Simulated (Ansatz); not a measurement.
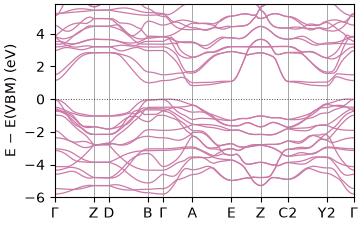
Figure. Band structure from DFT-r²SCAN in the program Ansatz with PAW potentials

The gap is 0.81 eV; an edge lies off the plotted path or next to a special point (maximum off the standard path, minimum at Y2).

Problem. Pick the material that matches.
(A) ZrS3, P2_1/m (Zr on 2e, S on 2e, S on 2e, S on 2e)
(B) ZrSe3, P2_1/m (Zr on 2e, Se on 2e, Se on 2e, Se on 2e)
(C) S, P2/c (Pearson symbol mP32)
(D) YSeO3, P2_1/c (Pearson symbol mP40)

Solution. B, ZrSe3, P2_1/m (Zr on 2e, Se on 2e, Se on 2e, Se on 2e)

The workflow started from a Materials Project entry (that database holds measured and hypothetical structures alike); the Crystallography Open Database files this formula in space group No. 11, but the cells were not matched. Whether it is the stable phase at ambient conditions was not checked. The cell was relaxed with r²SCAN under the symmetry of its start; its stability against distortions is not shown here. No spin polarisation was allowed. A crystal of weakly bound layers computed without a dispersion correction: the cell and the soft elastic constants depend strongly on that. Spin–orbit coupling is left out wherever it is not named.

Potentials: the later of the program's two PAW sets.
